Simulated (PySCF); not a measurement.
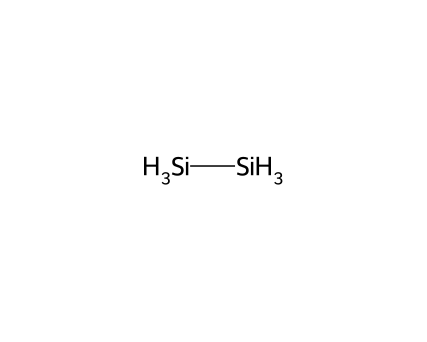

2D structure.

Write the SMILES.

[SiH3][SiH3]

What is the molecular formula?

Si2H6.

The parts below concern this one geometry. Atoms keep their numbers from picture to picture. The geometry was computed by an optimisation with PBE0-D3(BJ)/def2-SVP. No frequency run is at hand to confirm it as a minimum.

## Geometry

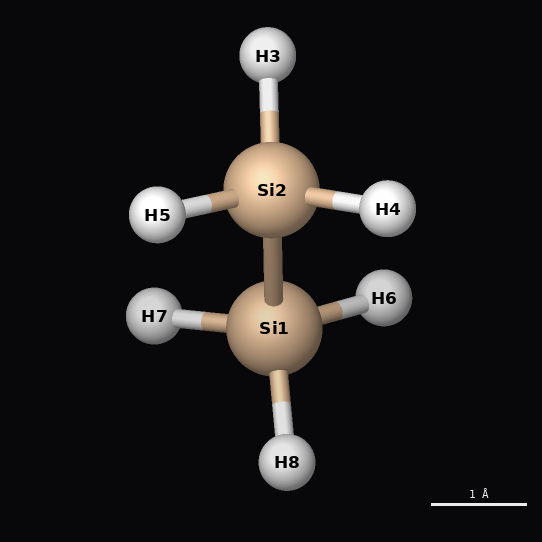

Numbered structure. No frequency run is at hand to confirm it as a minimum.

How are the neighbours of atom 1 arranged?

Si1 has 4 neighbours (Si2 at 2.35, H6 at 1.50, H7 at 1.50, H8 at 1.50 Å); the arrangement is tetrahedral.

## Electronic properties

No frequency run is at hand to confirm it as a minimum. Properties computed with B3LYP/pcSseg-1, gas phase (PySCF 2.14.0).

Predict the main results.

- dipole moment: 0.00 D
- HOMO energy (Kohn–Sham orbital): −8.26 eV
- LUMO energy (Kohn–Sham orbital): 0.21 eV
- HOMO–LUMO gap: 8.47 eV

## Core levels

No frequency run is at hand to confirm it as a minimum. Properties computed with delta-SCF UKS SCAN, pcX-2 on the ionised atom (unc-x2c-TZVPall on a metal), pcseg-1 elsewhere, spin-free X2C (PySCF 2.14.0).

Give the core-electron binding energies (to vacuum; p and d levels without spin–orbit splitting) of Si1 1s, Si1 2p.

```
atom  level  binding energy (eV)
 Si1     1s               1846.4
 Si1     2p                106.9
```

## NMR shielding

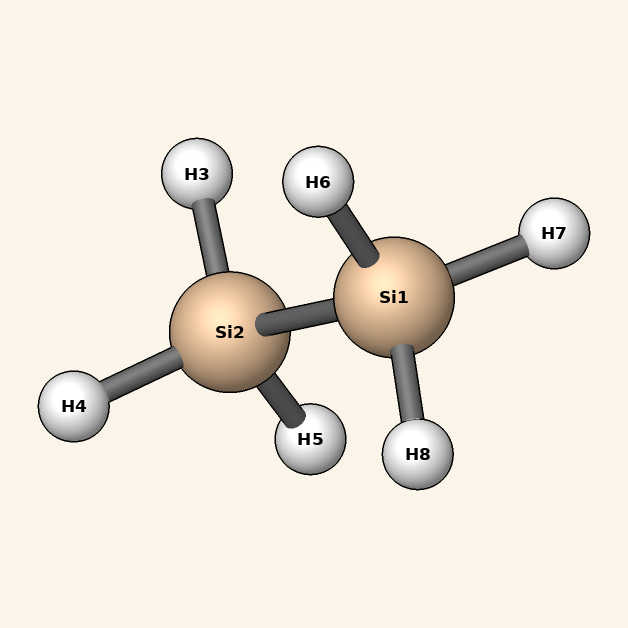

No frequency run is at hand to confirm it as a minimum. Properties computed with GIAO B3LYP/pcSseg-1 NMR shielding, non-relativistic, gas phase (PySCF 2.14.0). Principal shieldings σ11 ≤ σ22 ≤ σ33, span Ω = σ33 − σ11, skew κ = 3(σiso − σ22)/Ω.

Give the shielding tensors of the Si atoms.

```csv
atom,σ11,σ22,σ33,σiso,Ω,κ
"Si1, Si2",442.1,442.2,451.1,445.1,9.1,0.98
```

Shieldings and span in ppm.
